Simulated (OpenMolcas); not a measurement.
**AlBe: relativistic diatomic calculation (part 2 of 2)**

The same run, continued: AlBe. Method: SA-CASSCF(5,8)/XMS-CASPT2 + RASSI spin-orbit (X2C scalar, AMFI), ANO-RCC-VTZP (OpenMolcas).

Output (extracts), continued:
```
++ Dipole transition strengths (spin-free states):
     for osc. strength at least  1.00000000E-05
      From   To        Osc. strength     Einstein coefficients Ax, Ay, Az (sec-1)    Total A (sec-1)
         1    7       2.71824547E-04  1.52400461E-03  3.00240127E+02  0.00000000E+00  3.00241651E+02
         1    4       2.43129320E-03  0.00000000E+00  0.00000000E+00  3.39823132E+05  3.39823132E+05
         1    8       2.83577831E-05  3.00545401E+03  3.01956838E+03  0.00000000E+00  6.02502240E+03
         1    9       2.84494345E-05  3.04889407E+03  3.03472072E+03  0.00000000E+00  6.08361479E+03
         1   10       1.82478857E-04  2.54398440E-01  4.54887227E+04  0.00000000E+00  4.54889771E+04
         1    6       8.72046510E-03  0.00000000E+00  0.00000000E+00  2.40679788E+06  2.40679788E+06
         1   11       3.59077568E-04  1.07605517E+05  6.08802125E-01  0.00000000E+00  1.07606126E+05
         1   12       9.32946757E-05  1.40190522E-01  4.40727616E+04  0.00000000E+00  4.40729018E+04
         1   13       2.90700145E-03  1.59001529E+06  7.91776416E+00  0.00000000E+00  1.59002321E+06
         2    7       2.71824164E-04  3.00238833E+02  1.52386202E-03  0.00000000E+00  3.00240357E+02
         2    3       2.43121773E-03  0.00000000E+00  0.00000000E+00  3.39812374E+05  3.39812374E+05
         2    8       2.83582979E-05  3.01957820E+03  3.00555230E+03  0.00000000E+00  6.02513050E+03
         2    9       2.84500190E-05  3.03471457E+03  3.04902395E+03  0.00000000E+00  6.08373851E+03
         2   10       1.82479403E-04  4.54888488E+04  2.55573142E-01  0.00000000E+00  4.54891044E+04
         2    5       8.72018363E-03  0.00000000E+00  0.00000000E+00  2.40671911E+06  2.40671911E+06
         2   11       3.59073007E-04  6.08383807E-01  1.07604131E+05  0.00000000E+00  1.07604740E+05
         2   12       9.32949559E-05  4.40728880E+04  1.40034382E-01  0.00000000E+00  4.40730280E+04
         2   13       2.90700501E-03  7.91787407E+00  1.59001702E+06  0.00000000E+00  1.59002494E+06
         7    3       1.66102932E-03  1.92720073E+05  6.51563645E-01  0.00000000E+00  1.92720725E+05
         7    4       1.66101542E-03  6.51627351E-01  1.92718536E+05  0.00000000E+00  1.92719188E+05
         7   10       1.55197240E-03  0.00000000E+00  0.00000000E+00  3.37090105E+05  3.37090105E+05
         7    5       1.10779210E-04  2.68282536E+04  1.37438744E-01  0.00000000E+00  2.68283911E+04
         7    6       1.10783571E-04  1.37193350E-01  2.68293177E+04  0.00000000E+00  2.68294549E+04
         7   12       8.38138122E-02  0.00000000E+00  0.00000000E+00  3.58575902E+07  3.58575902E+07
        14   18       5.08439416E-04  3.25759527E-02  4.19133219E+02  0.00000000E+00  4.19165795E+02
        14   19       1.26824812E-03  1.69039809E+05  6.28812752E+04  0.00000000E+00  2.31921084E+05
        14   20       1.26831110E-03  6.29182352E+04  1.69082949E+05  0.00000000E+00  2.32001184E+05
        14   21       1.24365428E-03  2.61500778E+01  2.27860528E+05  0.00000000E+00  2.27886678E+05
        14   22       1.32846985E-03  2.63807823E+05  2.87842984E+01  0.00000000E+00  2.63836607E+05
        14   16       4.67397880E-02  0.00000000E+00  0.00000000E+00  1.01448286E+07  1.01448286E+07
        14   23       1.25561667E-03  2.46876667E+01  3.48516642E+05  0.00000000E+00  3.48541329E+05
        15   18       5.08439980E-04  4.19132271E+02  3.25756298E-02  0.00000000E+00  4.19164847E+02
        15   19       1.26835670E-03  6.28999329E+04  1.69040954E+05  0.00000000E+00  2.31940887E+05
        15   20       1.26867107E-03  1.69148065E+05  6.29189139E+04  0.00000000E+00  2.32066978E+05
        15   21       1.24320659E-03  2.27778344E+05  2.62484368E+01  0.00000000E+00  2.27804593E+05
        15   22       1.32846461E-03  2.87687909E+01  2.63806741E+05  0.00000000E+00  2.63835510E+05
        15   17       4.67397782E-02  0.00000000E+00  0.00000000E+00  1.01448255E+07  1.01448255E+07
        15   23       1.25560925E-03  3.48514518E+05  2.46875652E+01  0.00000000E+00  3.48539206E+05
        18   21       2.13787447E-02  0.00000000E+00  0.00000000E+00  3.40952988E+06  3.40952988E+06
        18   16       3.12308502E-04  3.49292729E-01  5.96880223E+04  0.00000000E+00  5.96883716E+04
        18   17       3.12309837E-04  5.96882843E+04  3.49298351E-01  0.00000000E+00  5.96886336E+04
        18   23       5.49468734E-03  0.00000000E+00  0.00000000E+00  1.36353338E+06  1.36353338E+06
         3    8       3.78046664E-04  1.43552170E+03  1.43116666E+03  0.00000000E+00  2.86668836E+03
         3    9       3.84512209E-04  1.50585573E+03  1.51043830E+03  0.00000000E+00  3.01629404E+03
         3   10       1.53482137E-05  2.41445021E+02  1.00813668E-03  0.00000000E+00  2.41446029E+02
         3    5       6.60551586E-04  0.00000000E+00  0.00000000E+00  1.51596523E+04  1.51596523E+04
         3   11       9.67267024E-05  7.70014433E-03  2.91389138E+03  0.00000000E+00  2.91389908E+03
         3   12       1.61134722E-03  1.58324455E+05  5.37690451E-01  0.00000000E+00  1.58324993E+05
         3   13       9.07049241E-05  6.81657061E-02  1.21312062E+04  0.00000000E+00  1.21312743E+04
         4    8       3.78046454E-04  1.43116051E+03  1.43552189E+03  0.00000000E+00  2.86668239E+03
         4    9       3.84510747E-04  1.51043243E+03  1.50584561E+03  0.00000000E+00  3.01627804E+03
         4   10       1.53492815E-05  1.03563298E-03  2.41461535E+02  0.00000000E+00  2.41462571E+02
         4    6       6.60576397E-04  0.00000000E+00  0.00000000E+00  1.51602224E+04  1.51602224E+04
         4   11       9.67273363E-05  2.91390825E+03  7.69432280E-03  0.00000000E+00  2.91391595E+03
         4   12       1.61133081E-03  5.37153662E-01  1.58322776E+05  0.00000000E+00  1.58323313E+05
         4   13       9.07031074E-05  1.21309588E+04  6.81735836E-02  0.00000000E+00  1.21310269E+04
         8    5       3.10052816E-04  6.44750630E+02  6.41657958E+02  0.00000000E+00  1.28640859E+03
         8    6       3.10053853E-04  6.41661612E+02  6.44754088E+02  0.00000000E+00  1.28641570E+03
         9    5       3.02884597E-04  5.98174399E+02  6.01058165E+02  0.00000000E+00  1.19923256E+03
         9    6       3.02885833E-04  6.01061240E+02  5.98178899E+02  0.00000000E+00  1.19924014E+03
        10    5       1.31466665E-04  8.93392261E+01  4.96025609E-04  0.00000000E+00  8.93397221E+01
        10    6       1.31466809E-04  4.95918145E-04  8.93398057E+01  0.00000000E+00  8.93403016E+01
        10   12       8.58379810E-04  0.00000000E+00  0.00000000E+00  3.03496963E+04  3.03496963E+04
         5   11       6.12429033E-05  1.58985483E-04  2.98390460E+01  0.00000000E+00  2.98392050E+01
         5   12       8.98509759E-04  2.35704853E+04  1.21109423E-01  0.00000000E+00  2.35706064E+04
         5   13       1.21469946E-04  3.88713056E-02  5.57415139E+03  0.00000000E+00  5.57419026E+03
         6   11       6.12424473E-05  2.98386337E+01  1.59010587E-04  0.00000000E+00  2.98387927E+01
         6   12       8.98520093E-04  1.20989121E-01  2.35707361E+04  0.00000000E+00  2.35708571E+04
         6   13       1.21470775E-04  5.57418579E+03  3.88685807E-02  0.00000000E+00  5.57422466E+03
        11   13       2.25603373E-03  0.00000000E+00  0.00000000E+00  8.32921181E+04  8.32921181E+04
        19   16       1.13290070E-04  1.21748881E+02  4.40487209E+01  0.00000000E+00  1.65797602E+02
        19   17       1.13269682E-04  4.40187758E+01  1.21749206E+02  0.00000000E+00  1.65767981E+02
        20   16       1.13128854E-04  4.38154674E+01  1.21199435E+02  0.00000000E+00  1.65014903E+02
        20   17       1.13056561E-04  1.21093486E+02  4.38161818E+01  0.00000000E+00  1.64909668E+02
        21   16       5.88289828E-04  2.99657917E-03  8.41474992E+02  0.00000000E+00  8.41477988E+02
        21   17       5.88382301E-04  8.41608394E+02  2.97056612E-03  0.00000000E+00  8.41611365E+02
        22   16       3.70961991E-05  1.51929931E+01  1.03224517E-04  0.00000000E+00  1.51930963E+01
        22   17       3.70959237E-05  1.03511185E-04  1.51929173E+01  0.00000000E+00  1.51930208E+01
        16   23       2.03572928E-04  5.86695428E-03  7.56963002E+02  0.00000000E+00  7.56968869E+02
        17   23       2.03572455E-04  7.56960628E+02  5.86700371E-03  0.00000000E+00  7.56966495E+02
 Electric-quadrupole - electric-quadrupole not included
 Electric-dipole - electric-octupole not included
 Electric-dipole - magnetic-quadrupole not included
   Eigenvalues of complex Hamiltonian:
  (Shifted by EMIN (a.u.) =       -257.1693595240)
 SO State       Relative EMIN(au)   Rel lowest level(eV)    D:o, cm**(-1)      Omega
     1            -0.0001004036        0.0000000000              0.0000         0.5
     2            -0.0001004036        0.0000000000              0.0000         0.5
     3             0.0000972592        0.0053786792             43.3820         1.5
     4             0.0000972592        0.0053786792             43.3820         1.5
     5             0.0058654765        0.1623398683           1309.3593         0.5
     6             0.0058654765        0.1623398683           1309.3593         0.5
     7             0.0461934311        1.2597194155          10160.3223         0.5
     8             0.0461934311        1.2597194155          10160.3223         0.5
     9             0.0462641291        1.2616432076          10175.8387         0.5
    10             0.0462641291        1.2616432076          10175.8387         0.5
    11             0.0463355899        1.2635877555          10191.5226         1.5
    12             0.0463355899        1.2635877555          10191.5226         1.5
    13             0.0464079152        1.2655558258          10207.3961         2.5
    14             0.0464079152        1.2655558258          10207.3961         2.5
    15             0.0513676978        1.4005183869          11295.9426         1.5
    16             0.0513676978        1.4005183869          11295.9426         1.5
    17             0.0513688327        1.4005492692          11296.1917         0.5
    18             0.0513688327        1.4005492692          11296.1917         0.5
    19             0.0659472086        1.7972470847          14495.7753         0.5
    20             0.0659472086        1.7972470847          14495.7753         0.5
    21             0.0659644372        1.7977158988          14499.5566         1.5
    22             0.0659644372        1.7977158988          14499.5566         1.5
    23             0.0813171257        2.2154838364          17869.0822         2.1
    24             0.0813171257        2.2154838364          17869.0822         2.1
    25             0.0815817437        2.2226844605          17927.1592         2.0
    26             0.0815817437        2.2226844605          17927.1592         2.0
    27             0.0880824710        2.3995782596          19353.9039         0.5
    28             0.0880824710        2.3995782596          19353.9039         0.5
    29             0.0926660684        2.5243043011          20359.8873         0.5
    30             0.0926660684        2.5243043011          20359.8873         0.5
    31             0.0926965835        2.5251346580          20366.5845         1.5
    32             0.0926965835        2.5251346580          20366.5845         1.5
    33             0.0965777647        2.6307469787          21218.4053         0.5
    34             0.0965777647        2.6307469787          21218.4053         0.5
    35             0.1212558415        3.3022716597          26634.6172         0.5
    36             0.1212558415        3.3022716597          26634.6172         0.5
    37             0.1215835864        3.3111900523          26706.5489         0.5
    38             0.1215835864        3.3111900523          26706.5489         0.5
    39             0.12
```

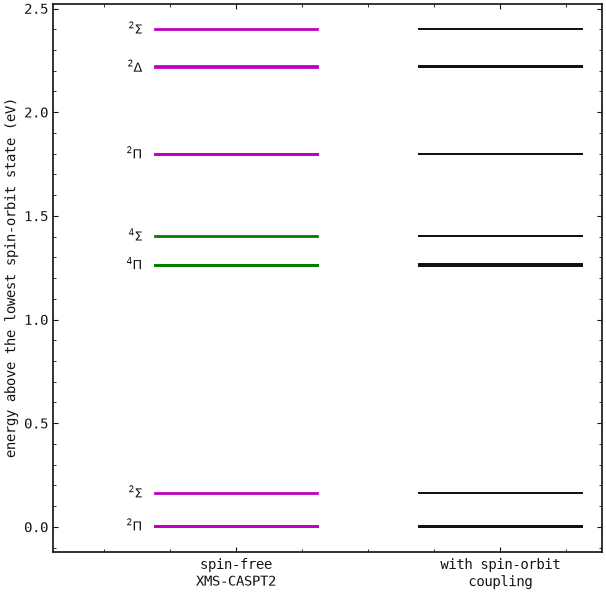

Figure 2. States up to 2.5 eV at 2.435 Å, without spin-orbit coupling (left, a colour for each spin multiplicity) and with it (right, where close levels merge). The spin-free states run ²Π (0.00 eV), ²Σ (0.16 eV), ⁴Π (1.26 eV), ⁴Σ (1.40 eV), ²Π (1.79 eV), ²Δ (2.21 eV) from the lowest. The lowest spin-orbit levels have |Ω| = 1/2 (0 cm⁻¹), 3/2 (43 cm⁻¹), 1/2 (1,309 cm⁻¹), 1/2 (10,160 cm⁻¹), 1/2 (10,176 cm⁻¹).

Outcome of the run: converged; components of a degenerate state are split by 58 cm⁻¹.
